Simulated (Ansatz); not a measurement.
## V2COS MXene monolayer in a perpendicular field

Wanted: the out-of-plane response of the V2COS MXene monolayer. A positive field points along +c.

Main program and level: Ansatz 0.2.0; plane-wave DFT, RPBE+U-D3(BJ), Ansatz PAW (set soft_1); PAW set soft_1, in the first sound run; inputs show where later runs differ.

### Step 1. The starting structure

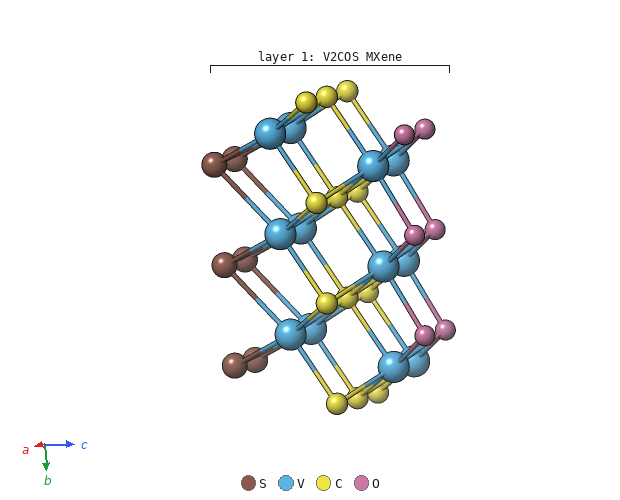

The cell as given, from the side, with the c axis across the page (sulfur brown, vanadium blue, carbon yellow, oxygen pink). 2×3×1 cells are drawn. Some periodic images of atoms are drawn too.

The cell holds 5 atoms: 1 S, 2 V, 1 C and 1 O. Cell: a = 3.012 Å, b = 3.012 Å, c = 41.231 Å, α = 90.0°, β = 90.0°, γ = 120.0°. Vacuum lies along c.

### Step 2. Relaxing the slab

The starting cell is a guess, so the in-plane lattice and the atoms are relaxed first, with the slab cut off from its images along the normal.

Input file input.yaml:

```yaml
crystal:
  lattice:
    - [3.012152, 0.0, 0.0]
    - [-1.506076, 2.6086001521, 0.0]
    - [0.0, 0.0, 41.2306167711]
  atoms:
    - { symbol: S, position: [0.3333333333, 0.6666666667, 0.4377814695] }
    - { symbol: V, position: [0.6666666667, 0.3333333333, 0.4788412314], spin: 2.0 }
    - { symbol: C, position: [0.0, 0.0, 0.5076672597] }
    - { symbol: V, position: [0.3333333333, 0.6666666667, 0.5364932881], spin: 2.0 }
    - { symbol: O, position: [0.6666666667, 0.3333333333, 0.5622185305] }
  periodic: [true, true, false]
magnetization:
  spin_polarized: true
kpoints:
  mp_grid: { grid: [12, 12, 1] }
hamiltonian:
  xc: rpbe
  dispersion: d3bj
  hubbard: { sites: [{ species: V, l: d, u_eff: 3.0 }] }
  pseudopotentials: { kind: paw, azcp: { folder: soft_1 } }
scf:
  occupations: { method: fermi_dirac, width: 0.05 }
  convergence: { dr2_threshold: 1.0e-09 }
relax:
  f_tol: 0.004
  max_steps: 90
  cell: {}
output:
  write_potential: true
  write_density: true
  volumetric_format: npy
```

Started as:

```
ansatz run input.yaml --threads 4 --pin off --max-ram 6144MiB --backend cpu --events-out ev --progress --plain --runs-dir out
```

Numbers of over 12 decimals in the logs are rounded to 6 here.

The program printed:

```text
Warning: relax.cell: scf.convergence.dr2_threshold = 1e-9 eV is looser than the 2.18402065338e-10 eV advised for a relaxation that steers and ends on the stress (1e-10 eV for each atom of the cell: 5, times the square of relax.cell.stress_2d_tol = 0.05 N/m over 15.1 Å (the atoms' height at the walk's start and 5 Å past either face), 3.305e-2 GPa, over a crystal's default 0.05). What an SCF threshold leaves in a stress goes as its square root, and in the free energy as the threshold itself, and one threshold admits the most on a small cell: [figures from the program's tests cut] Set scf.convergence.dr2_threshold to 2.18402065338e-10 eV or tighter. [rest of the remark cut]
S: projections on atomic orbitals take those of the free atom [Ne] 3s2 3p4, of charge +0.00 (hamiltonian.pseudopotentials.projection_atoms); the dataset's partial waves leave at most 1.5e-7 of an orbital's norm unspanned inside its sphere
V: projections on atomic orbitals take those of the free atom [Ne] 3s2 3p6 3d3 4s2, of charge +0.00 (hamiltonian.pseudopotentials.projection_atoms); the dataset's partial waves leave at most 5.8e-7 of an orbital's norm unspanned inside its sphere
C: projections on atomic orbitals take those of the free atom [He] 2s2 2p2, of charge +0.00 (hamiltonian.pseudopotentials.projection_atoms); the dataset's partial waves leave at most 3.5e-9 of an orbital's norm unspanned inside its sphere
O: projections on atomic orbitals take those of the free atom [He] 2s2 2p4, of charge +0.00 (hamiltonian.pseudopotentials.projection_atoms); the dataset's partial waves leave at most 1.9e-8 of an orbital's norm unspanned inside its sphere
Engine: ansatz 0.2.0, aarch64-unknown-linux-gnu
Pseudopotentials: kind: paw
Pseudopotential: S, paw, valence charge 6, recommended cutoff 420 eV (normal), soft_1/S.paw.azcp
Pseudopotential: V, paw, valence charge 13, recommended cutoff 420 eV (normal), soft_1/V.paw.azcp
Pseudopotential: C, paw, valence charge 4, recommended cutoff 420 eV (normal), soft_1/C.paw.azcp
Pseudopotential: O, paw, valence charge 6, recommended cutoff 420 eV (normal), soft_1/O.paw.azcp
Functional definition: RPBE
  parameter kappa = 0.804
  parameter beta = 0.066725
  exchange = rpbe_x(kappa = kappa, mu = beta*pi^2/3)
  correlation = pbe_c(beta = beta)
Crystal: 5 atoms, lattice volume = 323.970 Å³
Basis set: ecut = 420 eV, 6113 PW (Γ), exchange–correlation on 48×48×576 points (8 copies of the dense FFT grid, shifted against one another)
Bands: 28, of which v1, the nominal top of the filled ones, is band 21 counted from 1 (20 counted from 0)
Symmetry: 6 space group operations
Space group: P3m1 (ITA 156), of the structure as read, at distance tolerance 6.9e-5 Å
Magnetic group: BNS 156.49 (UNI 1279), of the structure as read, at distance tolerance 6.9e-5 Å
k-points: 19 of 144 (time reversal used)
Non-local potential: S, projectors of the file, l = 0: 2, l = 1: 2, l = 2: 1
Non-local potential: V, projectors of the file, l = 0: 3, l = 1: 2, l = 2: 3, l = 3: 1
Non-local potential: C, projectors of the file, l = 0: 2, l = 1: 2, l = 2: 1
Non-local potential: O, projectors of the file, l = 0: 2, l = 1: 2, l = 2: 1
PAW form: soft (Blöchl's): semilocal exchange-correlation on the pseudo side does not see the compensation charge
PAW frozen core: S, regenerated for the run's functional, and the local potential with it (the file was generated under x = pbe(κ = 0.804, μ = 0.219515), c = pbe(β = 0.066725))
PAW frozen core: V, regenerated for the run's functional, and the local potential with it (the file was generated under x = pbe(κ = 0.804, μ = 0.219515), c = pbe(β = 0.066725))
PAW frozen core: C, regenerated for the run's functional, and the local potential with it (the file was generated under x = pbe(κ = 0.804, μ = 0.219515), c = pbe(β = 0.066725))
PAW frozen core: O, regenerated for the run's functional, and the local potential with it (the file was generated under x = pbe(κ = 0.804, μ = 0.219515), c = pbe(β = 0.066725))
PAW one-centre angular grid: S, 110 points (default); XC on 64 Gauss nodes
PAW one-centre angular grid: V, 590 points (default); XC on 64 Gauss nodes
PAW one-centre angular grid: C, 110 points (default); XC on 64 Gauss nodes
PAW one-centre angular grid: O, 110 points (default); XC on 64 Gauss nodes
Initial density: superposition of atomic densities (neutral atoms: chi_scale 0, normalization atom)
Starting moments: Σ|m| = 4 μB on 2 of 5 sites
Initial wavefunctions: pseudopotential atomic-orbital guess
Functional: x = rpbe, c = pbe(β = 0.066725)
SCF iter   1: F=—  HF=-7568.903828 eV  |F-HF|=—  |Δ(HF+E_count)|=         —  Δρ=5.00e-2 (↑5.00e-2 ↓3.45e-2)  dr2=2.70e1  dr2_m=1.03e0  M=1.989 μB ∫|m|=2.753 μB  β_m=0.30  ethr=3.10e-3  ⟨swp⟩=16.4  Hψ=8781  notcnv=0
preconditioner: auto → none  [metal: Δε(μ)=0.032 eV  Ē_g=9.367 eV  σ=0.050 eV  W_gap=0.16  n_scr=24 (ndim 8)  ℏωp=10.5 eV  f_vac=0.786  D(μ)=3.96/eV (n_scr^D=18)  sad-step TF]
SCF iter   2: F=—  HF=-7564.805682 eV  |F-HF|=—  |Δ(HF+E_count)|=    4.10e0  Δρ=2.36e-2 (↑2.36e-2 ↓1.43e-2)  dr2=2.67e1  dr2_m=3.13e-1  M=2.904 μB ∫|m|=3.872 μB  β_m=0.30  ethr=3.10e-3  ⟨swp⟩=4.9  Hψ=3371  notcnv=0  defer=28
SCF iter   3: F=—  HF=-7612.094261 eV  |F-HF|=—  |Δ(HF+E_count)|=    4.73e1  Δρ=1.24e-1 (↑1.24e-1 ↓1.06e-1)  dr2=3.41e3  dr2_m=2.01e0  M=1.475 μB ∫|m|=1.937 μB  β_m=0.30  ethr=3.10e-3  ⟨swp⟩=21.7  Hψ=11777  notcnv=0  defer=121
SCF iter   4: F=—  HF=-7565.582843 eV  |F-HF|=—  |Δ(HF+E_count)|=    4.65e1  Δρ=2.37e-2 (↑2.37e-2 ↓1.77e-2)  dr2=9.81e0  dr2_m=1.79e-1  M=1.726 μB ∫|m|=2.604 μB  β_m=0.30  ethr=3.10e-3  ⟨swp⟩=11.2  Hψ=7456  notcnv=0  defer=40
SCF iter   5: F=—  HF=-7564.543463 eV  |F-HF|=—  |Δ(HF+E_count)|=    1.04e0  Δρ=1.99e-2 (↑1.99e-2 ↓9.18e-3)  dr2=6.82e0  dr2_m=1.54e-1  M=1.874 μB ∫|m|=2.861 μB  β_m=0.30  ethr=3.10e-3  ⟨swp⟩=6.6  Hψ=3081  notcnv=0  defer=35
SCF iter   6: F=—  HF=-7564.493967 eV  |F-HF|=—  |Δ(HF+E_count)|=   4.95e-2  Δρ=2.25e-2 (↑2.25e-2 ↓6.73e-3)  dr2=6.67e0  dr2_m=3.16e-1  M=1.917 μB ∫|m|=2.884 μB  β_m=0.30  ethr=3.10e-3  ⟨swp⟩=6.4  Hψ=2799  notcnv=0  defer=50
SCF iter   7: F=—  HF=-7564.374950 eV  |F-HF|=—  |Δ(HF+E_count)|=   1.19e-1  Δρ=8.22e-3 (↑8.22e-3 ↓3.65e-3)  dr2=1.85e0  dr2_m=5.71e-2  M=1.993 μB ∫|m|=3.040 μB  β_m=0.30  ethr=3.10e-3  ⟨swp⟩=5.1  Hψ=1990  notcnv=0  defer=31
SCF iter   8: F=—  HF=-7564.390005 eV  |F-HF|=—  |Δ(HF+E_count)|=   1.51e-2  Δρ=3.30e-3 (↑3.30e-3 ↓2.27e-3)  dr2=4.09e-1  dr2_m=1.66e-2  M=1.955 μB ∫|m|=3.047 μB  β_m=0.30  ethr=3.10e-3  ⟨swp⟩=3.4  Hψ=1704  notcnv=0  defer=31
Mixer restart at iter 8: flushing history
[...]
preconditioner: auto → none  [metal: Δε(μ)=0.011 eV  Ē_g=8.561 eV  σ=0.050 eV  W_gap=0.06  n_scr=24 (ndim 8)  ℏωp=11.0 eV  f_vac=0.799  D(μ)=1.71/eV (n_scr^D=12)]
SCF iter   2: F=—  HF=-7565.254901 eV  |F-HF|=—  |Δ(HF+E_count)|=         —  Δρ=1.38e-3 (↑1.38e-3 ↓1.02e-3)  dr2=2.19e-2  dr2_m=7.95e-4  M=0.274 μB ∫|m|=1.693 μB  ethr=2.38e-6  ⟨swp⟩=1.4  Hψ=21318  notcnv=0
SCF iter   3: F=—  HF=-7565.276050 eV  |F-HF|=—  |Δ(HF+E_count)|=   2.11e-2  Δρ=2.40e-4 (↑2.40e-4 ↓1.78e-4)  dr2=1.27e-3  dr2_m=3.69e-5  M=0.323 μB ∫|m|=1.819 μB  ethr=2.38e-6  ⟨swp⟩=1.2  Hψ=9737  notcnv=0
SCF iter   4: F=—  HF=-7565.276542 eV  |F-HF|=—  |Δ(HF+E_count)|=   4.92e-4  Δρ=6.54e-5 (↑6.54e-5 ↓5.67e-5)  dr2=8.29e-5  dr2_m=1.46e-6  M=0.323 μB ∫|m|=1.823 μB  ethr=2.38e-6  ⟨swp⟩=1.5  Hψ=5380  notcnv=0
SCF iter   5: F=—  HF=-7565.276576 eV  |F-HF|=—  |Δ(HF+E_count)|=   3.48e-5  Δρ=1.67e-5 (↑1.67e-5 ↓1.54e-5)  dr2=1.40e-5  dr2_m=1.35e-7  M=0.322 μB ∫|m|=1.824 μB  ethr=1.97e-7  ⟨swp⟩=1.1  Hψ=7442  notcnv=0
SCF iter   6: F=—  HF=-7565.276579 eV  |F-HF|=—  |Δ(HF+E_count)|=   2.62e-6  Δρ=1.03e-5 (↑1.03e-5 ↓9.06e-6)  dr2=4.35e-6  dr2_m=1.34e-8  M=0.321 μB ∫|m|=1.823 μB  ethr=3.34e-8  ⟨swp⟩=1.6  Hψ=6305  notcnv=0
SCF iter   7: F=—  HF=-7565.276579 eV  |F-HF|=—  |Δ(HF+E_count)|=   1.40e-7  Δρ=1.56e-6 (↑1.42e-6 ↓1.56e-6)  dr2=9.55e-8  dr2_m=9.93e-10  M=0.321 μB ∫|m|=1.823 μB  ethr=1.04e-8  ⟨swp⟩=1.2  Hψ=5233  notcnv=0
SCF iter   8: F=—  HF=-7565.276579 eV  |F-HF|=—  |Δ(HF+E_count)|=   5.19e-8  Δρ=5.91e-7 (↑5.14e-7 ↓5.91e-7)  dr2=6.15e-9  dr2_m=2.58e-10  M=0.321 μB ∫|m|=1.823 μB  ethr=2.27e-10  ⟨swp⟩=1.4  Hψ=7915  notcnv=0
SCF iter   9: F=—  HF=-7565.276579 eV  |F-HF|=—  |Δ(HF+E_count)|=   3.56e-9  Δρ=1.43e-7 (↑1.43e-7 ↓1.14e-7)  dr2=3.89e-10  dr2_m=8.72e-12  M=0.321 μB ∫|m|=1.823 μB  ethr=2.38e-12  ⟨swp⟩=2.2  Hψ=9186  notcnv=0
SCF iter  10: F=-7565.276579 eV  HF=-7565.276579 eV  |F-HF|=2.62e-10  |Δ(HF+E_count)|=  2.36e-10  Δρ=6.64e-8 (↑6.64e-8 ↓5.83e-8)  dr2=9.55e-11  dr2_m=5.79e-13  M=0.321 μB ∫|m|=1.823 μB  ethr=1.00e-12  ⟨swp⟩=1.0  Hψ=8096  notcnv=0
SCF iter  11: F=-7565.276579 eV  HF=-7565.276579 eV  |F-HF|=8.37e-11  |Δ(HF+E_count)|=  1.09e-10  Δρ=6.63e-8 (↑6.63e-8 ↓5.82e-8)  dr2=9.56e-11  dr2_m=5.80e-13  M=0.321 μB ∫|m|=1.823 μB  ethr=1.00e-12  ⟨swp⟩=1.0  Hψ=8094  notcnv=0
SCF 2 converged in 11 iterations: F = -7565.276579 eV  dr2 = 9.56e-11
Initial wavefunctions: those read from a saved state, or passed on in memory by an earlier step or the calling program
iter 1 solved again at ethr=1.00e-12 eV; its pass at ethr=2.38e-6 eV (dr2=3.29e-11 eV) is discarded
SCF iter   1: F=—  HF=-7565.276579 eV  |F-HF|=—  |Δ(HF+E_count)|=         —  Δρ=4.81e-8 (↑4.81e-8 ↓4.01e-8)  dr2=3.32e-11  dr2_m=3.05e-12  M=0.321 μB ∫|m|=1.823 μB  ethr=1.00e-12  ⟨swp⟩=1.7  Hψ=22609  notcnv=0
SCF iter   2: F=—  HF=-7565.276583 eV  |F-HF|=—  |Δ(HF+E_count)|=   4.40e-6  Δρ=5.57e-5 (↑5.57e-5 ↓5.08e-5)  dr2=1.17e-4  dr2_m=8.15e-7  M=0.321 μB ∫|m|=1.823 μB  ethr=2.38e-6  ⟨swp⟩=1.0  Hψ=15284  notcnv=0
SCF iter   3: F=—  HF=-7565.276579 eV  |F-HF|=—  |Δ(HF+E_count)|=   4.47e-6  Δρ=9.76e-6 (↑9.76e-6 ↓7.65e-6)  dr2=1.94e-6  dr2_m=2.09e-8  M=0.321 μB ∫|m|=1.823 μB  ethr=2.98e-7  ⟨swp⟩=1.0  Hψ=5202  notcnv=0
SCF iter   4: F=—  HF=-7565.276579 eV  |F-HF|=—  |Δ(HF+E_count)|=   5.46e-8  Δρ=1.22e-6 (↑1.22e-6 ↓9.00e-7)  dr2=2.63e-8  dr2_m=5.83e-10  M=0.321 μB ∫|m|=1.823 μB  ethr=5.14e-9  ⟨swp⟩=1.0  Hψ=5166  notcnv=0
SCF iter   5: F=—  HF=-7565.276579 eV  |F-HF|=—  |Δ(HF+E_count)|=   1.49e-8  Δρ=2.14e-7 (↑2.14e-7 ↓1.97e-7)  dr2=1.01e-9  dr2_m=2.80e-11  M=0.321 μB ∫|m|=1.823 μB  ethr=7.13e-11  ⟨swp⟩=1.8  Hψ=6332  notcnv=0
SCF iter   6: F=-7565.276579 eV  HF=-7565.276579 eV  |F-HF|=3.46e-10  |Δ(HF+E_count)|=  3.01e-10  Δρ=8.36e-8 (↑8.36e-8 ↓5.65e-8)  dr2=2.62e-10  dr2_m=1.86e-12  M=0.321 μB ∫|m|=1.823 μB  ethr=2.38e-12  ⟨swp⟩=1.6  Hψ=7472  notcnv=0
a single-point calculation of the run's input, under the relaxation's own `scf.mixing.negative_modes` where the relaxation goes by `scf.lower_state_search: light` itself or types `scf.max_iter`, was made at the relaxed geometry, from the atoms, in 65 SCF iterations in all. It converged +0.0 meV from the relaxation's final energy, with moments (0.07, -0.48, -0.05, 0.74, -0.03 Bohr magnetons, atom by atom), which does not count as lower, and the relaxation's result stands. No further magnetic order was relaxed to its end, and one can end lower (see `relax.adjacent_minimum`).
SCF converged after 8 iterations
Magnetization: 0.3213 μB (21.1606 up, 20.8394 down)
Absolute magnetization: 1.8237 μB (∫|ρ↑−ρ↓|, with the PAW one-centre terms)
Spin contamination: 0.4954 ħ² per cell (⟨S²⟩ above its minimum at these occupations)
Per-site moments (μB) at R_I (Å): [(0.067957, 0.952089), (-0.480881, 0.816542), (-0.045114, 0.816542), (0.741231, 0.800944), (-0.033615, 0.800944)]
Free energy (F): -7565.276579 eV
Harris-Foulkes:  -7565.276579 eV  (|F-HF|=2.40e-10)
Internal energy: -7565.264363 eV  (E = F + TS)
E sigma→0 (E₀):  -7565.270471 eV
Entropy (-TS):   -0.012216 eV (-2.443 meV/atom)
Fermi energy:    -5.803300 eV
--- Per-component energies (eV) ---
  E_band       = -1137.768182
  E_kinetic    = 962.540824
  E_local      = -190797.750291  (includes V_loc(G=0)·N_el)
  E_nonlocal   = 266.266915
  E_hartree    = 94720.103504
  E_xc         = -443.467184
  E_vxc        = -529.987168  (∫ρ·V_xc dr)
  E_hubbard    = 6.538020  (on-site DFT+U / exact-exchange correction)
  E_vhub       = 1.985867  (the Hubbard potential's part of the band-sum identity)
  E_paw        = -3135.286517  (= ΣΔE_a)
  E_vpaw       = -481.034173  (= ΣTr[D̂ρ^β])
  E_aug_tail   = 0.002812  (compensation charges beyond the density's cutoff)
  E_ewald      = 90865.006963
  E_disp       = -9.043424  (pairwise vdW)
  E_core_change = -0.175987  (= ΣΔE_core)
  E_smearing   = -0.012216  (= −TS)
  E_closure    = -0.000000  (closes the sum)
  Σ components = -7565.276579   (vs F -7565.276579, Δ=0.00e0)
--- Forces (eV/Å), atoms counted from 1 ---
  atom   1  S     -0.00000000     0.00000000    -0.00075318
  atom   2  V      0.00000000     0.00000000     0.00018284
  atom   3  C      0.00000000     0.00000000     0.00080879
  atom   4  V      0.00000000     0.00000000    -0.00041004
  atom   5  O      0.00000000     0.00000000     0.00017625
  max |Σ_I F_I| component: 4.65e-6 eV/Å
--- 2D stress c σ (N/m, compression-positive) ---
       -0.002892      -0.000000       0.000000
        0.000000      -0.002892      -0.000000
        0.000000      -0.000000      -0.000000
  P = ½ c Tr σ = -0.0029 N/m
--- Band table (eV; the first three rows and the last of 38) ---
  k-point 0 ↑: bands = [... 17 lower, -8.0766, -7.1077, -7.1077, -5.3504, -5.1012, -5.1012, -4.6805, -4.6805, ... 3 higher]
  k-point 1 ↑: bands = [... 17 lower, -7.8713, -7.1845, -7.0949, -5.9245, -5.3646, -5.0615, -4.4795, -4.3712, ... 3 higher]
  k-point 2 ↑: bands = [... 17 lower, -8.2889, -7.4764, -7.0215, -6.6057, -5.6731, -5.0330, -4.3677, -3.9375, ... 3 higher]
  k-point 18 ↓: bands = [... 17 lower, -9.6711, -9.2910, -9.1567, -5.4574, -4.8963, -4.6949, -4.0338, -3.3942, ... 3 higher]
  the weakly bound empty levels are not read free of the cell's end (hubbard_term)
--- Relaxed structure (9 steps of the walk, 9 accepted, 2 SCFs on fresh bases) ---
  F+E_penalty+E_count = -7565.27657893 eV   max|allowed force component| = 8.079e-4 eV/Å   (the final SCF, on the basis selected at the relaxed cell)
  cell:  # Å, volume = 293.8486 Å³
    - [2.868710, 0, 0]
    - [-1.434355, 2.484375, 0]
    - [0, 0, 41.2306167711]
  atoms:
    - { symbol: S, position: [0.333333, 0.666667, 0.441075] }
    - { symbol: V, position: [0.666667, 0.333333, 0.480064] }
    - { symbol: C, position: [-1.327327746937372e-18, 0, 0.506357] }
    - { symbol: V, position: [0.333333, 0.666667, 0.535463] }
    - { symbol: O, position: [0.666667, 0.333333, 0.560042] }
```

Run time: 11 min. Hardware: 4 threads of Arm Neoverse V1, shared host; peak memory 1.9 GiB.

Step by step:

```tsv
step	energy less that of the first step (eV)	largest force component (eV/Å)	volume (Å³)
1	0.0000	2.0263	323.97
2	-0.6551	0.4644	312.70
3	-0.7516	0.8543	287.89
4	-0.7974	0.6024	294.12
5	-0.8054	0.0699	294.38
6	-0.8057	0.0205	294.20
7	-0.8057	0.0066	294.15
8	-0.8058	0.0008	294.12
9*	-0.7965	0.0027	294.12
10	-0.7967	0.0008	293.85
11*	-0.7965	0.0008	293.85
11*	-0.7965	0.0008	293.85
```

Relaxation steps marked * repeat the geometry before them on a plane-wave basis chosen anew for their cell, so energy and pressure can jump there.

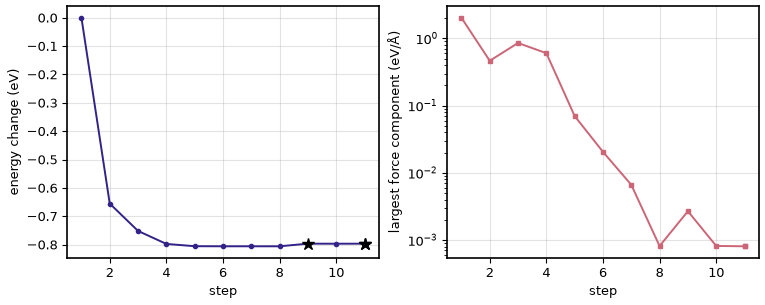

Energy and largest force along the relaxation. Stars mark steps on a basis chosen anew.

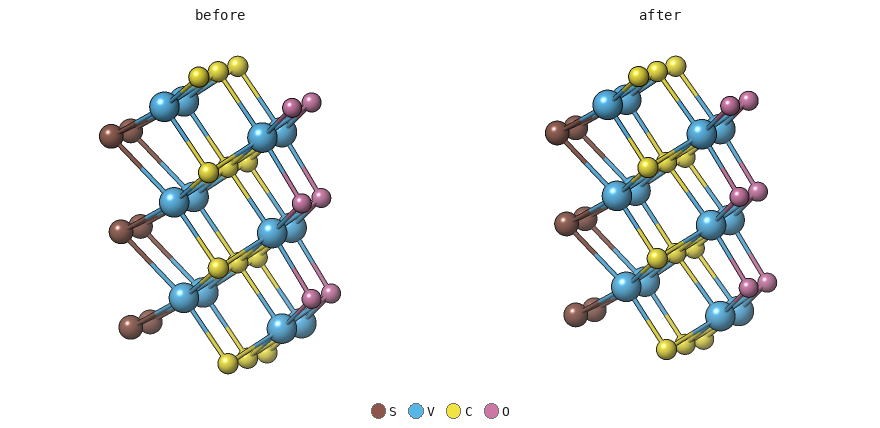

The structure before and after the relaxation, drawn at the same scale.

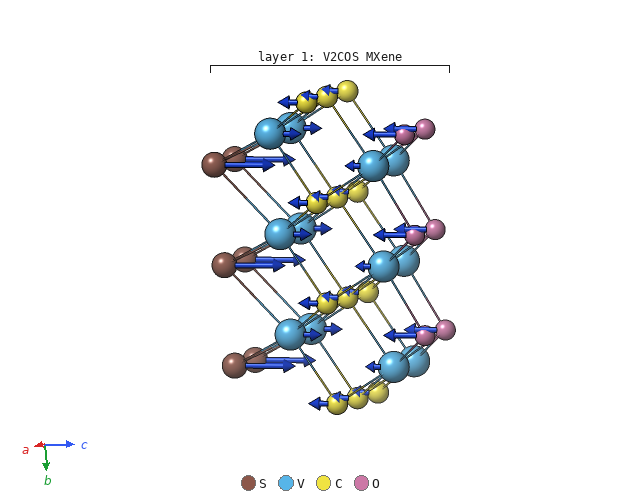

Displacements in the relaxation, exaggerated, measured against the changing cell; the longest in the cell stands for 0.14 Å. 2×3×1 cells are drawn. Some periodic images of atoms are drawn too.

```tsv
cell as run	before	after	change
a (Å)	3.012	2.869	-4.8 %
b (Å)	3.012	2.869	-4.8 %
```

The atoms that moved most (Å, along periodic axes as changes of fractional coordinates times the final cell, across vacuum about the mean position):

```tsv
atom	dx	dy	dz	length
S1	0.000	0.000	0.136	0.136
O5	0.000	0.000	-0.090	0.090
C3	0.000	0.000	-0.054	0.054
V2	0.000	0.000	0.050	0.050
V4	0.000	0.000	-0.042	0.042
```

The relaxed structure:

```xyz
5
Lattice="2.8687 0.0000 0.0000 -1.4344 2.4844 0.0000 0.0000 0.0000 41.2306" Properties=species:S:1:pos:R:3
S     0.0000    1.6563   18.1858
V     1.4344    0.8281   19.7933
C     0.0000    0.0000   20.8774
V     0.0000    1.6563   22.0775
O     1.4344    0.8281   23.0909
```

Numbers from this step:

```
energy at zero smearing : -7565.2705 eV
total moment            : 0.3213 μB
site moments            : 0.06796, -0.4809, -0.04511, 0.7412, -0.03361 μB
```

Site moment by atom:

```tsv
atom	site moment (μB)
S1	0.068
V2	-0.481
C3	-0.045
V4	0.741
O5	-0.034
```

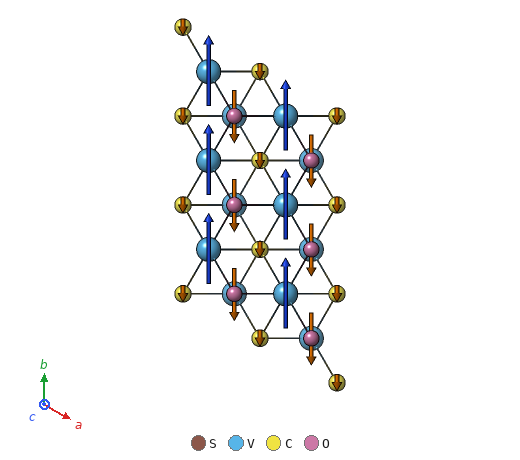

Site moment as arrows, the longest 0.741 μB. Up and down stand for the sign. Arrows give size and sign along the axis of quantisation, drawn up and down the page. Each arrow also spans its atom, so small moments look longer than they are. The two directions have two colours. S lies hidden behind other atoms in this view. 2×3×1 cells are drawn. Some periodic images of atoms are drawn too.

The lattice constant a goes from 3.012 to 2.869 Å.

(Continued in part 2 of 5.)

[Logs are printed without paths, hosts, clocks, repeated set-up lines and the standing remarks that a program may print on its own settings, such as how far it seeks lower states.]

[Hosts, paths, dates, database ids (printed as entryN), source tags and the programs' standing remarks are cut or masked in the printed files.]

[Maps of the electrostatic potential energy from Ansatz leave out the sawtooth potential of an applied field or a dipole correction, so their vacuum need not be flat; planar profiles and work functions include it.]
